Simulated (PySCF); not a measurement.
Molecule: C₂H₇BN₂, SMILES C[NH2+][BH2-]C#N.

```xyz
12

C     -1.2757    -0.5881    -0.3097
N     -0.4194     0.0994     0.6695
B      0.8850     0.8390     0.0538
C      1.7529    -0.3020    -0.6024
N      2.3371    -1.1892    -1.0717
H     -1.6349     0.1491    -1.0382
H     -0.6670    -1.3312    -0.8407
H     -2.1282    -1.0802     0.1792
H     -0.1004    -0.5641     1.3793
H     -0.9533     0.8111     1.1711
H      1.4526     1.3726     0.9922
H      0.4748     1.6400    -0.7699
```

Vertical TDDFT excitations, PBE0/def2-SVPD with PySCF 2.14.0, at a PBE0-D3(BJ)/def2-SVP geometry (no frequency check), gas phase.

Predict the low-lying singlet excitations and the spectrum.

Answer. The lowest singlet lies at 6.39 eV (194 nm, f = 0.005); the brightest of the first 10 is S5 at 7.91 eV (157 nm), f = 0.036, mixed, the largest part being HOMO → LUMO+1 (20 %) (S6 lies within 0.06 eV, too close to order). No singlet lies below 3.1 eV (beyond 400 nm), so at this level no vertical transition falls in the visible.


```csv
state,E (eV),λ (nm),f,main character
S1,6.39,194,0.005,HOMO → LUMO (91 %)
S2,7.20,172,0.032,HOMO−1 → LUMO (84 %)
S3,7.43,167,0.007,HOMO → LUMO+1 (26 %)
S4,7.73,160,0.007,HOMO−2 → LUMO (80 %)
S5,7.91,157,0.036,HOMO → LUMO+1 (20 %)
S6,7.95,156,0.008,HOMO−1 → LUMO+3 (30 %)
S7,8.06,154,0.020,HOMO → LUMO+2 (49 %)
S8,8.11,153,0.002,HOMO → LUMO+2 (26 %)
S9,8.27,150,0.006,HOMO−3 → LUMO (36 %)
S10,8.52,146,0.027,HOMO → LUMO+5 (62 %)
```

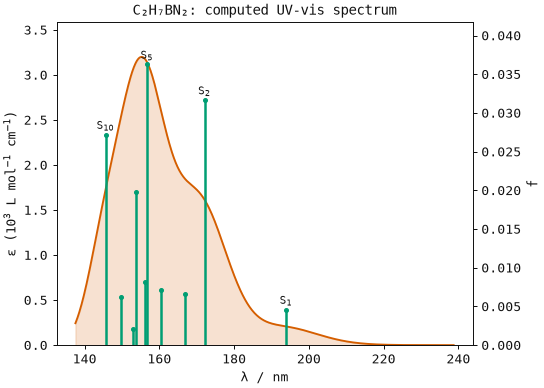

The lowest 10 singlet states are shown; each is broadened by a Gaussian of 1/e half-width 0.40 eV. Sticks give oscillator strengths (right axis).

Caveats: states above the negative HOMO energy depend on the basis; one conformer of a flexible molecule; core orbitals are frozen in the response.
